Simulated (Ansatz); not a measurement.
Two G0W0 runs on Si3N4 (Fd-3m).

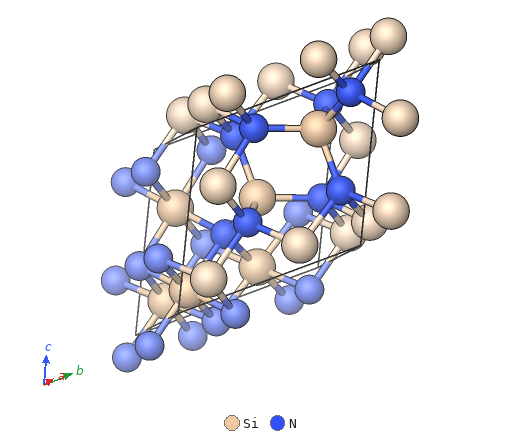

The structure (silicon light orange, nitrogen blue). Some periodic images of atoms are drawn too.

Symmetry: Fd-3m, No. 227, cubic system. Conventional cell: a = 7.787 Å, b = 7.787 Å, c = 7.787 Å, α = 90.00°, β = 90.00°, γ = 90.00°. Nearest to Si lie 6 N at 1.89 Å. Nearest to Si lie 4 N at 1.79 Å. N has 4 Si at 1.79 to 1.89 Å nearest. Farther neighbours and most contacts between anions are not listed.

```xyz
14
Lattice="0.0000 3.8937 3.8937 3.8937 0.0000 3.8937 3.8937 3.8937 0.0000" Properties=species:S:1:pos:R:3 pbc="T T T"
Si    2.9203    2.9203    0.9734
Si    2.9203    0.9734    2.9203
Si    0.9734    2.9203    2.9203
Si    0.9734    0.9734    0.9734
Si    5.8406    5.8406    5.8406
Si    3.8937    3.8937    3.8937
N     2.8624    2.8624    2.8624
N     6.8719    4.8092    4.8092
N     4.8092    4.8092    6.8719
N     4.8092    6.8719    4.8092
N     4.9251    4.9251    2.8624
N     4.9251    2.8624    4.9251
N     6.8719    6.8719    6.8719
N     2.8624    4.9251    4.9251
```

The cell and positions are those that the Materials Project relaxed with its own functionals (PBE, PBE+U or r2SCAN), kept fixed. This is not the form that Si3N4 usually takes at ambient conditions. PAW set soft_2, made with PBE.

The first (Ansatz 0.2.0; start PBE, 4×4×4 mesh, 252 empty bands, screening to 96 eV, plasmon pole; 1 × NVIDIA GB200 (shared by 2 runs) with 24 threads of Arm Neoverse V2, shared host) gave, on its mesh: starting gap 3.37 eV, G0W0 gap 4.49 eV, RPA ε∞ (mean) 5.14, 3.2 s.

The second changes start from PBE to PBEsol and frequency model from plasmon pole to contour deformation. What does it give?

It gave: starting gap 3.25 eV, G0W0 gap 4.55 eV, RPA ε∞ (mean) 5.25, 2.5 s. The G0W0 gap moves by +0.06 eV, −0.12 eV from the start and +0.18 eV from the correction. Σc changes by −0.05 eV at the valence top and −0.03 eV at the conduction bottom, and Σx − Vxc between them by +0.17 eV.

Limits: not at the basis limit.

[Paths, hosts, dates, memory and timing lines, banners, echoed tables and standing remarks are left out of the program output.]

[Logs are printed without paths, hosts, clocks, repeated set-up lines and the standing remarks that a program may print on its own settings, such as how far it seeks lower states.]

[Runs of the session that timed out or met a known fault of the program may be left out.]

[Cells called generated may have been cut or substituted from an entry of the Crystallography Open Database or the Materials Project.]

[Hosts, paths, dates, database ids (printed as entryN), source tags and the programs' standing remarks are cut or masked in the printed files.]
